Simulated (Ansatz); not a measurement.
BFH₂SSe (SMILES FB(S)[SeH])

Input

```
crystal:
  periodic: [false, false, false]
  atoms:
    - { symbol: F, position_ang: [-0.6365, -0.8824, 1.5273] }
    - { symbol: B, position_ang: [-0.1362, -0.2086, 0.3394] }
    - { symbol: S, position_ang: [1.6476, 0.2971, 0.2918] }
    - { symbol: Se, position_ang: [-1.2271, 0.1506, -1.2633] }
    - { symbol: H, position_ang: [2.0688, -0.9593, -0.2357] }
    - { symbol: H, position_ang: [-1.6746, 1.5386, -0.7056] }
basis:
  gaussian:
    orbitals: "6-31G*"
hamiltonian:
  xc: revpbe0
output:
  orbitals: {}
```

Run with:

```sh
python energy_bfh2sse.py
```

Level of theory: SCF revpbe0, Gaussian basis in Ansatz.

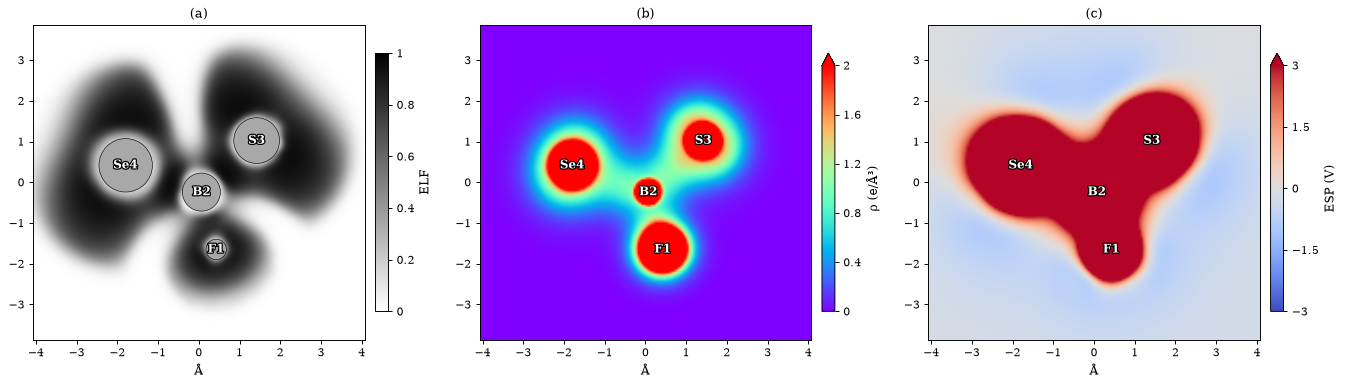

Figure 1. (a) electron localisation function; (b) electron density; (c) electrostatic potential on the plane of atoms S3, B2 and Se4. Grey discs cover the atomic cores in the ELF map.

What do the fields say about this system?

The section cuts through F, B, S and Se sites.
B–F (1.45 Å): ρ at the midpoint is about 1.6 e/Å³; the ELF peaks at about 0.85 between the atoms: a polar covalent bond.
B–S (1.85 Å): ρ at the midpoint is about 1.2 e/Å³, with its minimum of 1 e/Å³ about 0.6 Å from B; the ELF peaks at about 0.95 between the atoms; a shared electron pair.
B–Se (1.97 Å): ρ at the midpoint is about 0.97 e/Å³; the ELF peaks at about 0.95 between the atoms; localised, covalent bonding.
The ELF also peaks beside F1, Se4 and S3, away from the bonds: lone-pair regions.
Outside the dense part of the molecule the potential is most negative (−0.9 V) near S3.

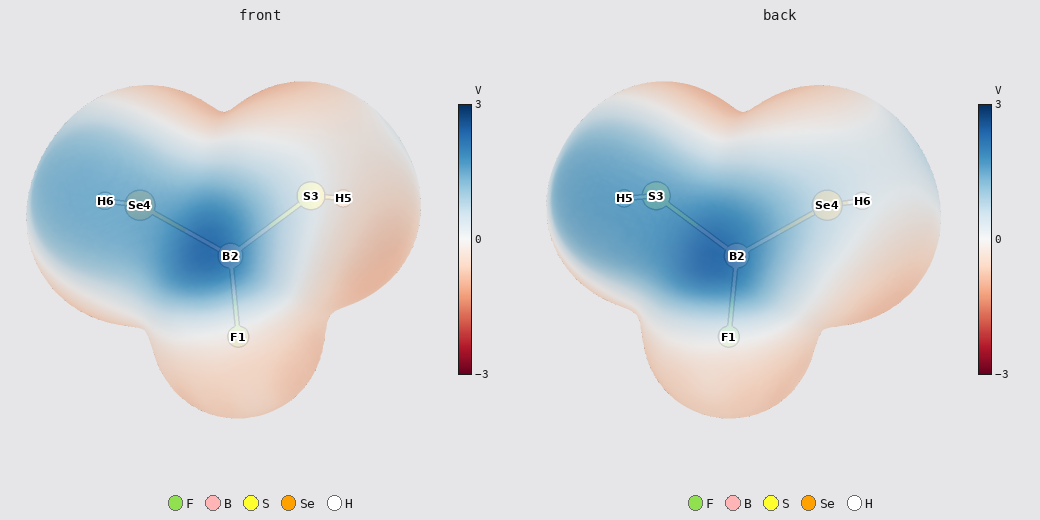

Figure 2. The molecular electrostatic potential painted on the density surface at 0.002 e/bohr³, seen from the front and from behind; the colour scale runs from red (negative) to blue (positive).

Describe the electrostatic potential map.

The most negative region (about −0.9 V) lies over S3, the most positive (about +2.3 V) over B2.

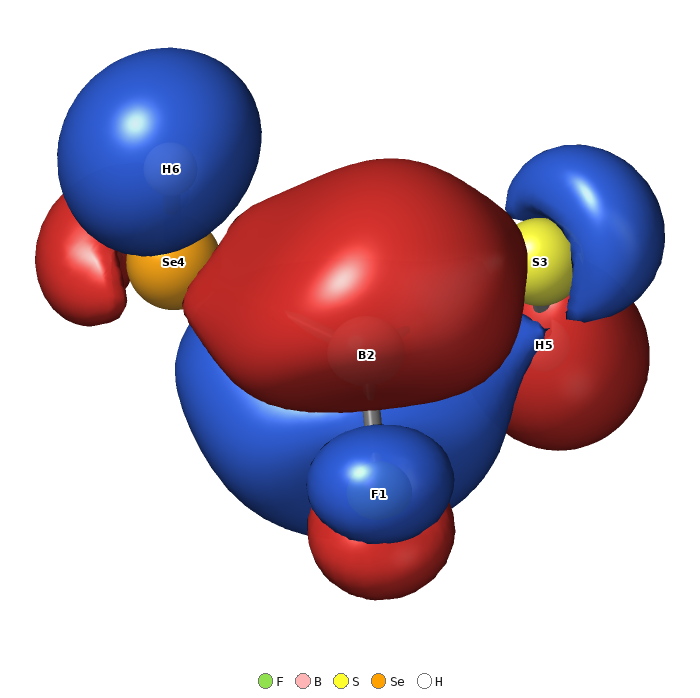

Figure 3. The LUMO at ±0.08 Å⁻³ᐟ² (blue and red are the two phases), seen at a tilt.

Where does this orbital lie, and at what energy?

It lies mainly on B2 (about 50 %), S3 (about 10 %), F1 (about 10 %), H6 (about 10 %) and H5 (about 5 %). Its energy is −2.31 eV.

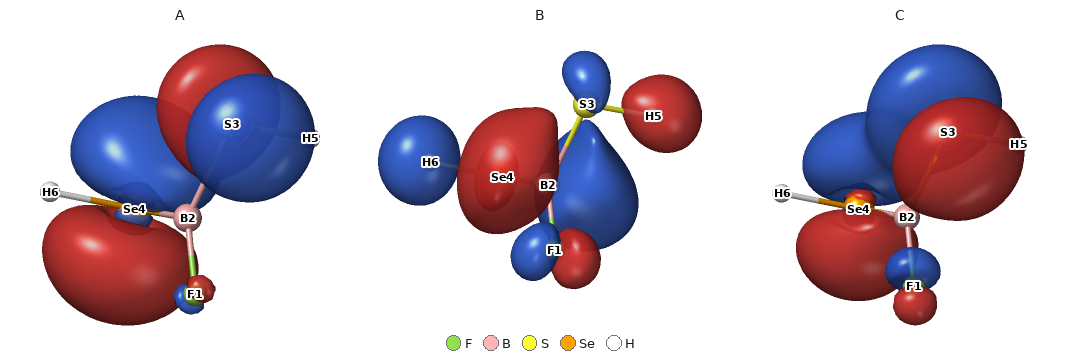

Figure 4. Three frontier orbitals at ±0.1 Å⁻³ᐟ² (blue and red are the two phases), in no order.

Which picture is the HOMO−1, the HOMO and the LUMO?

C is the HOMO−1 (−7.95 eV). By Hirshfeld shares it lies mainly on S3 (about 55 %), Se4 (about 30 %) and B2 (about 10 %). A is the HOMO (−6.76 eV). Its weight (Hirshfeld) is mainly on Se4 (about 60 %) and S3 (about 30 %). B is the LUMO (−2.31 eV). By Hirshfeld shares it lies mainly on B2 (about 50 %), S3 (about 10 %), F1 (about 10 %), H6 (about 10 %) and H5 (about 5 %).

What is the HOMO–LUMO gap?

4.45 eV between the orbital energies.
